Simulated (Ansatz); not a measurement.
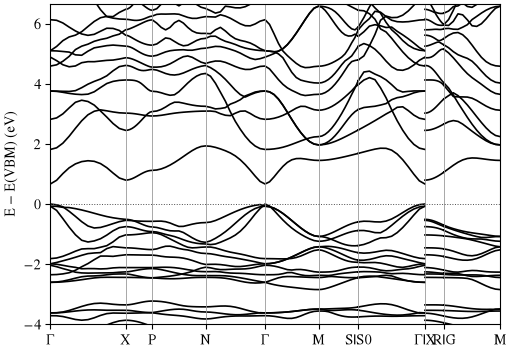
Figure. Band structure from DFT-LDA in the program Ansatz with PAW potentials

Task: Read off the gap and where the band edges lie.

Result: About 0.7 eV (0.67 eV by a search for the band edges); maximum at Γ, minimum at Γ.

Task: Which of these materials gives this?
A. ZnCu2GeS4, I-4 (Pearson symbol tI16)
B. VBiO4, I4_1/a (V on 4b, Bi on 4a, O on 16f)
C. ZnSiP2, chalcopyrite

Result: A, ZnCu2GeS4, I-4 (Pearson symbol tI16)

The cell was relaxed with LDA under the symmetry of its start. The run is not spin-polarised. Scalar-relativistic: spin–orbit coupling is off unless named, which matters more the heavier the elements.

Potentials: the later of the program's two PAW sets.
